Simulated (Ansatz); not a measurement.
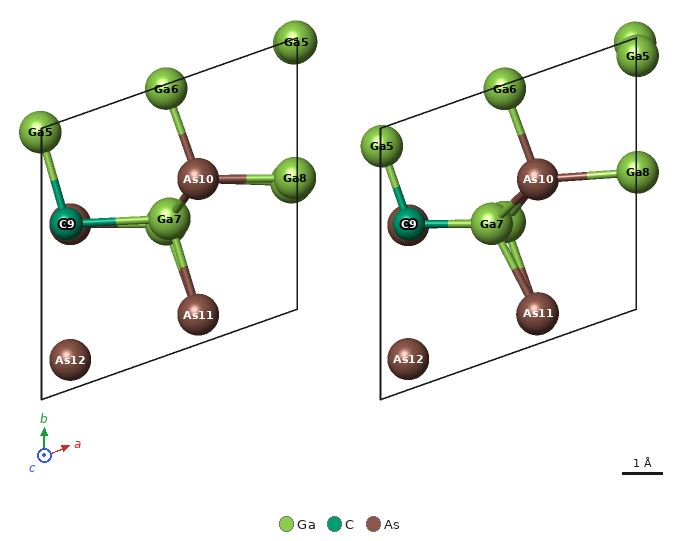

Two geometries of a defect cell of composition Ga$_{8}$As$_{7}$C, drawn at one scale. One is the start of a relaxation, the other its converged end. Style: ball-and-stick. Shown: the cell of the calculation, reduced to other axes (origin shifted), along the c axis. Lengths and directions refer to the drawn axes.

Method: Ansatz, DFT LDA, scalar-relativistic, plane waves, PAW. Settings: plane-wave cutoff 420 eV; k-point mesh 3 × 3 × 3; occupations gaussian; smearing width 0.02 eV; collinear spin; atoms relaxed in a fixed cell; force threshold 0.025 eV/Å; at most 45 steps.

Which of the two is the end point?

Answer. The right one is the relaxed one. Case: C on a As site (c), charge +0, atoms relaxed at the host's cell. The largest move is that of a Ga atom, 0.44 Å along [−2 0 1]. By element the largest moves are Ga 0.44 Å, C 0.09 Å, As 0.05 Å. The cell doesn't change. Near-neighbour distances that change, for instance: C–Ga 2.599 → 2.087 Å, C–Ga 2.466 → 2.087 Å, C–Ga 2.438 → 2.078 Å, C–Ga 2.413 → 2.087 Å. Among the angles between lasting bonds that change: Ga–As–Ga 106.4° → 125.4°, Ga–As–Ga 107.2° → 125.7°, Ga–As–Ga 107.1° → 125.4°. After 8 geometry steps the energy has fallen by 2.495 eV per cell of the calculation. Largest force component: 2.3 eV/Å at the start, 0.0026 eV/Å at the end. The program noted that the starting moments weren't kept. Cost: 12 min on 4 threads of Intel(R) Xeon(R) Processor @ 2.70GHz, with other jobs on the host, peak memory 1.8 GiB.

Limits of the set-up: the periodic images lie only 7.9 Å apart, so the values are limited by the cell's size.
